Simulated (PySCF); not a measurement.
# C5H12BF3Si: what the fields show

Input

```
{"job": {"kind": "nmr", "xc": "PBE0", "basis": "pcSseg-1"}, "charge": 0, "multiplicity": 1}
C     -1.756243    -0.389781    -1.231142
C     -1.400820    -0.522854     0.254215
C     -2.676473    -0.778524     1.069625
B     -0.431520     0.563868     0.851048
Si     0.862001     1.583766    -0.217354
C      2.635621     0.888150     0.128225
C      2.604922    -0.600179     0.122412
F      1.918433    -1.110371     1.168326
F      3.821834    -1.176592     0.177200
F      2.010473    -1.108799    -0.975772
H     -2.307582     0.531834    -1.407763
H     -2.378091    -1.223312    -1.553477
H     -0.860705    -0.377645    -1.846381
H     -0.786079    -1.435927     0.351260
H     -3.209852    -1.648311     0.689613
H     -2.441388    -0.951083     2.116632
H     -3.341513     0.080292     1.004938
H     -0.450334     0.702697     2.017121
H      1.036352     3.009017     0.117903
H      0.785541     1.567312    -1.688434
H      3.343820     1.210123    -0.631433
H      3.011191     1.205704     1.098364
```

Launched as:

```sh
OMP_NUM_THREADS=1 python probes_run.py task.json out
```

Geometry: GFN2-xTB.

These are results of PBE0/pcSseg-1, SCF density, gas phase, non-relativistic in PySCF 2.14.0, not measurements.

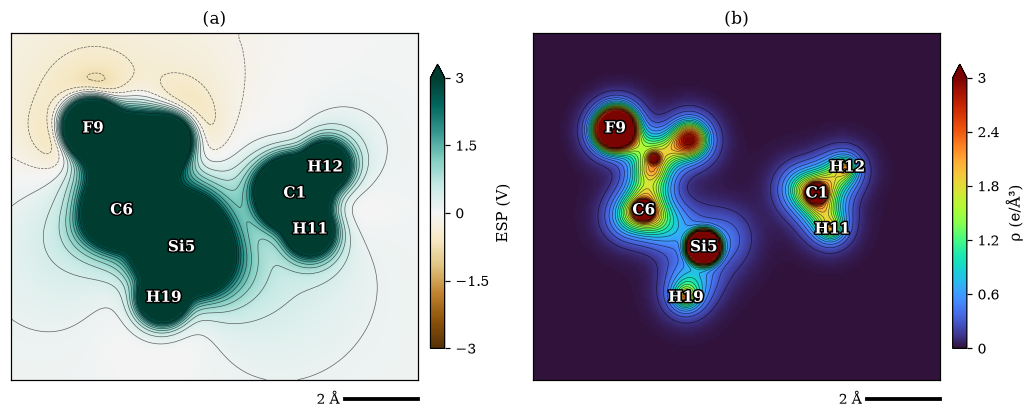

Figure 1. (a) electrostatic potential; (b) electron density on the plane of atoms C6, Si5 and H19.

> What do the fields say about this system?

- The plane passes through C, Si, F and H nuclei.
- C–Si (1.94 Å): the density is about 0.85 e/Å³ at the midpoint.
- C–H (1.09 Å): ρ is about 2 e/Å³ halfway.
- Outside the dense part of the molecule the potential is most negative (−0.7 V) near F9.

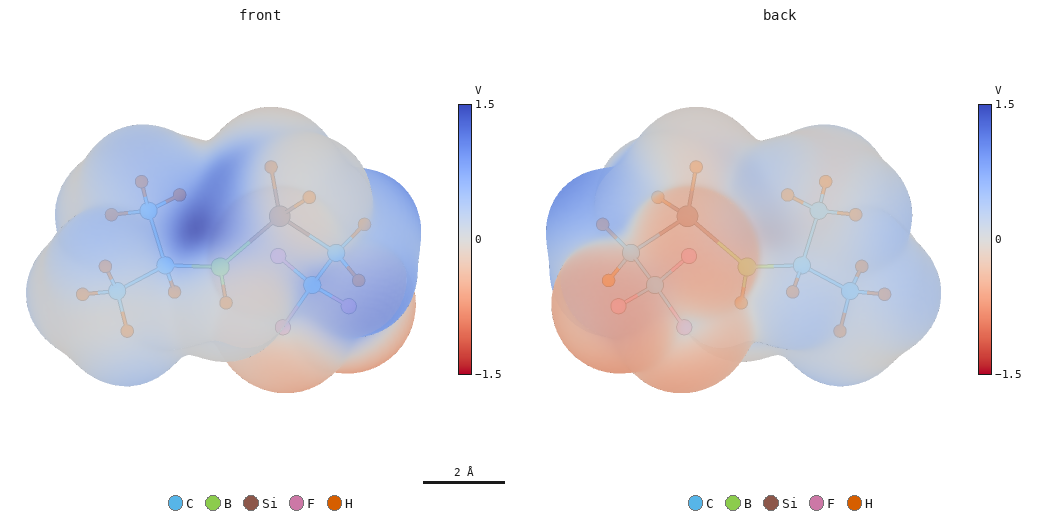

Figure 2. The electrostatic potential painted on the density surface at 0.001 e/bohr³, seen from the front and from behind; red is negative and blue positive.

> Which sites attract a positive test charge, and which a negative one?

A positive charge is drawn to the negative regions and a negative charge to the positive ones. The most negative region (about −0.7 V) lies over F9, the most positive (about +1.3 V) over B4.

> How polar is the molecule by this calculation?

Its dipole moment is 1.62 D.
